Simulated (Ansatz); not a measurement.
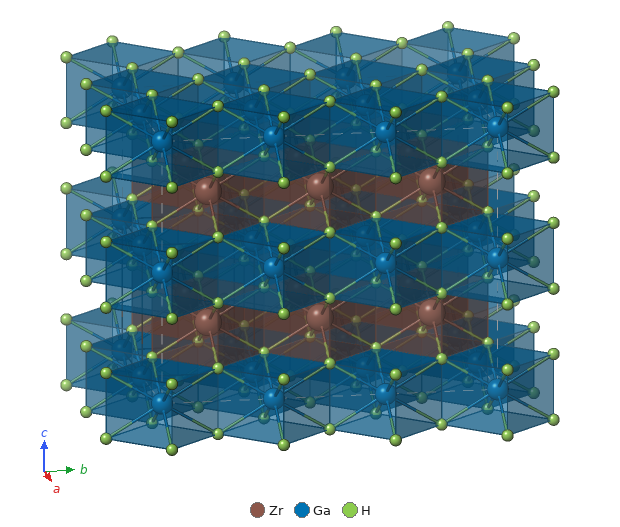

Polyhedra are drawn about Ga and Zr (bonds: Ga–H below 2.3 Å and H–Zr below 2.3 Å); other atoms are plain spheres.

The compound is ZrGaH₄ (space group P4/mmm, No. 123), taken as the geometry relaxed with DFT PBE, scalar-relativistic, plane waves, PAW (Ansatz 0.2.0); the starting structure was generated, so it need not be a known form of this composition.

What figure surrounds each Ga or Zr atom, and what does it share with the other drawn polyhedra?

Answer. Ga: GaH8 cube, sharing edges with twelve neighbours; Zr: ZrH8 cube, sharing edges with twelve neighbours.

How do these polyhedra hang together as a whole?

Answer. They form a three-dimensional framework of edge-sharing cubes.
